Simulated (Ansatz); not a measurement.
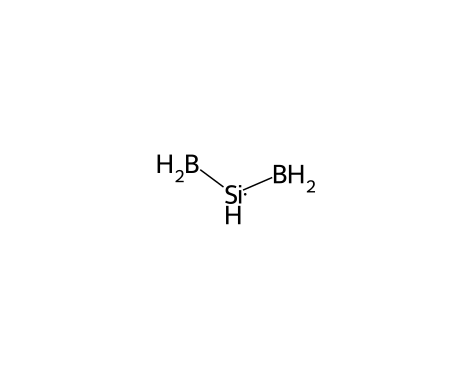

Structural formula above. The species is neutral and a spin doublet. Computed geometry: PBE0-D4/def2-TZVP optimisation. No frequency run is at hand to confirm it as a minimum.

Describe the 3D structure.

It has 8 atoms: 2 boron, 5 hydrogen and 1 silicon (B2H5Si). As SMILES it reads `B[SiH]B`. It has no ring. Among its groups: Si–H bond, B–H bond. The point group is C2v. It is an open-shell species. All atoms lie on one plane. Coordination: 2 B trigonal planar; 1 Si trigonal planar.

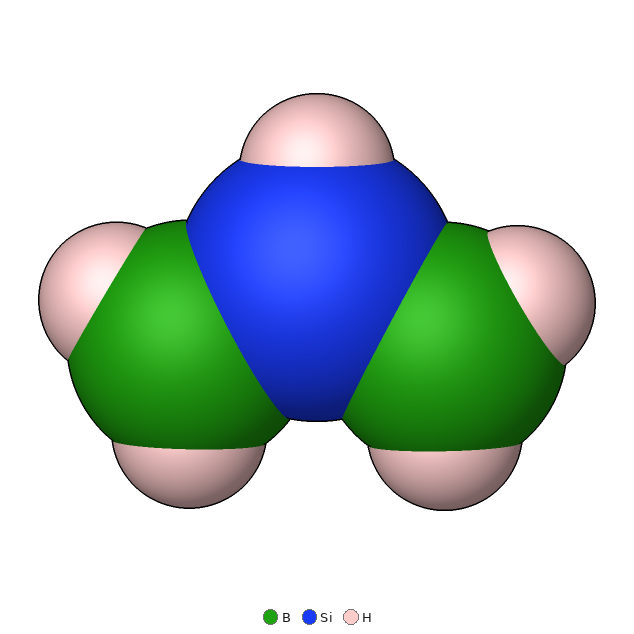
